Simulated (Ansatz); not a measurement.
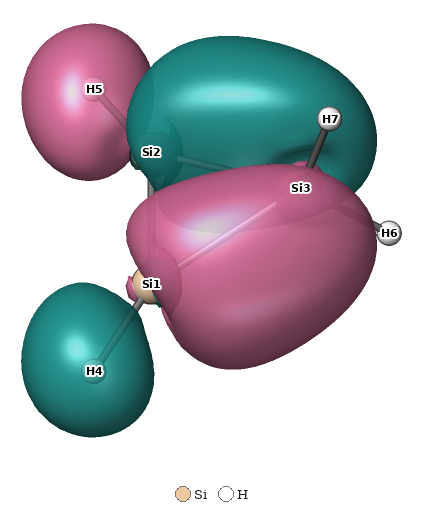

H4Si3 (charge +1, doublet). The HOMO−1 (β) at ±0.08 Å⁻³ᐟ² (teal and pink are the two phases), seen at an oblique angle.

Geometry: PBE-D3(BJ)/def2-SVP.

Computed with isolated molecule in a Gaussian basis; Kohn-Sham density functional theory, functional PBE0 (Ansatz).

```xyz
7

Si   -1.3465    1.0724    1.2956
Si    0.4482   -0.1866    0.8956
Si   -1.0823    0.1620   -0.8613
H    -2.1277    1.9017    2.2785
H     1.7192   -0.7970    1.4211
H    -0.6844    1.0840   -1.9781
H    -1.9723   -0.9790   -1.2633
```

What is the character of this orbital?

Answer. It lies mainly on Si3 (about 35 %), Si1 (about 25 %), Si2 (about 25 %), H4 (about 5 %) and H5 (about 5 %). Its energy is −12.88 eV.
